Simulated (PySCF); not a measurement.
**H3O+ (oxonium): levels of theory compared**

We compute a comparison of 6 runs (MP2/6-31G, CCSDT(Q)/6-31G, CCSDT/6-31G, QCISD(T)/6-31G, CISD/6-31G, CCSD(T)/6-31G) of H3O+ (oxonium). The job is set up through a Python script.

The results are computed with PySCF 2.14.0.

5 further runs of the same task are left out: 5 set aside as unsound or not needed.

## 1. The molecule

H3O+: 4 atoms, total charge +1, spin state singlet. As SMILES, `[OH3+]`. The O1–H3 distance was set to 1.180 Å, away from the relaxed value.

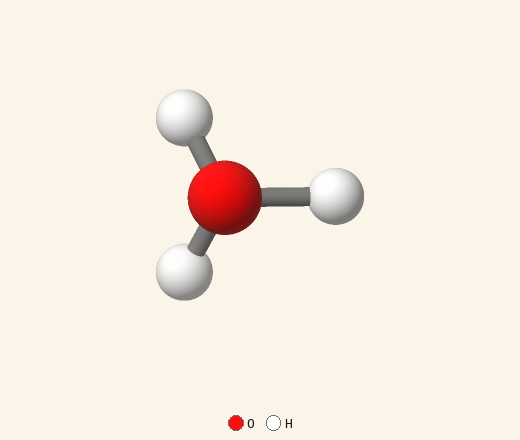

The structure, seen from a chosen angle (oxygen red, hydrogen white).

## 2. The energy at MP2/6-31G (run 1)

The input, job.py:

```python
from pyscf import gto, scf, mp

molecule = gto.M(
    atom='O 0.317969 0.000113 0.084887; H 0.336149 0.980573 0.158257; H -0.413410 -0.366620 -0.765680; H 0.125049 -0.430667 0.947907',
    verbose=3,
    max_memory=1860,
    spin=0,
    charge=1,
    basis='6-31g',
)

mf = scf.RHF(molecule)
mf.conv_tol = 1e-10
mf.kernel()
if not mf.converged:
    mf = mf.newton().run(mf.mo_coeff, mf.mo_occ)

pt = mp.MP2(mf, frozen=1).run()
etot = pt.e_tot
print('E = %.10f Eh' % etot)
```

Run with:

```sh
$ OMP_NUM_THREADS=1 python job.py
```

What it wrote:

```text
converged SCF energy = -76.240834741107
E(RMP2) = -76.3775302445536  E_corr = -0.136695503446629
E(SCS-RMP2) = -76.3779725769328  E_corr = -0.137137835825842
E = -76.3775302446 Eh
```

Wall time 0.6 s (1 thread of Arm Neoverse V2, shared host); peak memory 0.11 GiB.

## 3. A single-point energy at CCSDT(Q)/6-31G (run 2)

The input, run.py:

```python
from pyscf import gto, cc

system = gto.Mole()
system.atom = 'O 0.317969 0.000113 0.084887; H 0.336149 0.980573 0.158257; H -0.413410 -0.366620 -0.765680; H 0.125049 -0.430667 0.947907'
system.max_memory = 1860
system.charge = 1
system.basis = '6-31g'
system.verbose = 3
system.build()

myscf = system.RHF()
myscf.conv_tol = 1e-10
myscf.kernel()
if not myscf.converged:
    myscf = myscf.newton().run(myscf.mo_coeff, myscf.mo_occ)

mycc = cc.CCSDT(myscf, frozen=1)
mycc.kernel()
e_bracket, e_q = mycc.ccsdt_q()
e_tot = mycc.e_tot + e_q
print('Final energy', e_tot)
```

Run with:

```sh
$ OMP_NUM_THREADS=1 python run.py
```

What it wrote:

```text
converged SCF energy = -76.240834741107
_make_eris_incore_RCCSDT

WARN: A large `blksize` is being used, which may cause large memory consumption
      for storing contraction intermediates. If memory is sufficient, consider using
      `pyscf.cc.rccsdt_highm.RCCSDT` instead.

WARN: A large `blksize_oovv` is being used, which may cause large memory consumption
      for storing contraction intermediates. If memory is sufficient, consider using
      `pyscf.cc.rccsdt_highm.RCCSDT` instead.

WARN: A large `blksize_oooo` is being used, which may cause large memory consumption
      for storing contraction intermediates. If memory is sufficient, consider using
      `pyscf.cc.rccsdt_highm.RCCSDT` instead.

RCCSDT converged
E(RCCSDT) = -76.38680313635587   E_corr = -0.1459683952488886
E_corr(same-spin) = -0.0244559370541222
E_corr(oppo-spin) = -0.121512458194766
_make_eris_incore_RCCSDT
Final energy -76.38730827132335
```

It took 0.93 s on 1 thread of Arm Neoverse V2, shared host; peak memory 0.12 GiB.

Run 3 isn't shown in full; the table further down has it.

## 4. A single-point energy at QCISD(T)/6-31G (run 4)

The input, job.py:

```python
from pyscf import gto, scf, cc

mol = gto.Mole()
mol.atom = '''
O      0.600874     0.000214     0.160413
H      0.635230     1.853014     0.299062
H     -0.781232    -0.692811    -1.446925
H      0.236308    -0.813843     1.791285
'''
mol.charge = 1
mol.basis = '6-31g'
mol.spin = 0
mol.max_memory = 1860
mol.verbose = 3
mol.unit = 'bohr'
mol.build()

mf = scf.RHF(mol)
mf.conv_tol = 1e-10
mf.kernel()
if not mf.converged:
    mf = mf.newton().run(mf.mo_coeff, mf.mo_occ)

mycc = cc.QCISD(mf, frozen=1)
mycc.kernel()
e_t = mycc.qcisd_t()
etot = mycc.e_tot + e_t
print('Final energy', etot)
```

Run with:

```sh
$ OMP_NUM_THREADS=1 python job.py
```

What it wrote:

```text
converged SCF energy = -76.2408348002641
E(QCISD) = -76.38561779099496  E_corr = -0.1447829907308547
QCISD(T) correction = -0.00113496998934366
Final energy -76.3867527609843
```

It took 0.58 s on 1 thread of Arm Neoverse V2, shared host; peak memory 0.1 GiB.

Run 5 isn't shown in full; the table further down has it.

## 5. The energy at CCSD(T)/6-31G (run 6)

The input, input.py:

```python
from pyscf import gto, scf, cc

system = gto.M(
    atom='O 0.317969 0.000113 0.084887; H 0.336149 0.980573 0.158257; H -0.413410 -0.366620 -0.765680; H 0.125049 -0.430667 0.947907',
    charge=1,
    spin=0,
    basis='6-31g',
    max_memory=1860,
    verbose=3,
)

calc0 = scf.RHF(system)
calc0.conv_tol = 1e-10
calc0.kernel()
if not calc0.converged:
    calc0 = calc0.newton().run(calc0.mo_coeff, calc0.mo_occ)

mycc = cc.CCSD(calc0, frozen=1)
mycc.kernel()
e_t = mycc.ccsd_t()
e_final = mycc.e_tot + e_t
print('E = %.10f Eh' % e_final)
```

Run with:

```sh
$ OMP_NUM_THREADS=1 python input.py
```

What it wrote:

```text
converged SCF energy = -76.240834741107
E(CCSD) = -76.3853825333541  E_corr = -0.1445477922471292
CCSD(T) correction = -0.001300064283852
E = -76.3866825976 Eh
```

Wall time 0.58 s (1 thread of Arm Neoverse V2, shared host); peak memory 0.1 GiB.

## 6. The series

```
run           level  energy (Eh)  HOMO energy (eV)  LUMO energy (eV)  HOMO–LUMO gap (eV)  wall time
  1       MP2/6-31G   -76.377530            -25.18             -4.28               20.90      0.6 s
  2  CCSDT(Q)/6-31G   -76.387308            -25.18             -4.28               20.90     0.93 s
  3     CCSDT/6-31G   -76.386803            -25.18             -4.28               20.90     0.77 s
  4  QCISD(T)/6-31G   -76.386753            -25.18             -4.28               20.90     0.58 s
  5      CISD/6-31G   -76.379272            -25.18             -4.28               20.90     0.62 s
  6   CCSD(T)/6-31G   -76.386683            -25.18             -4.28               20.90     0.58 s
```

## 7. Outcome

| quantity | value |
| --- | --- |
| run 6: total energy | -76.38668 Eh |
| run 6: HOMO energy (Hartree–Fock orbitals) | -25.18 eV |
| run 6: LUMO energy (Hartree–Fock orbitals) | -4.28 eV |
| run 6: HOMO–LUMO gap (Hartree–Fock orbitals) | 20.90 eV |
| run 6: correlation energy (1 core orbital frozen) | -145.8 mEh |
| run 6: (T) correction | -1.30 mEh |
| run 6: T1 diagnostic | 0.010 |

All runs together took 4.1 s, the longest 0.93 s.
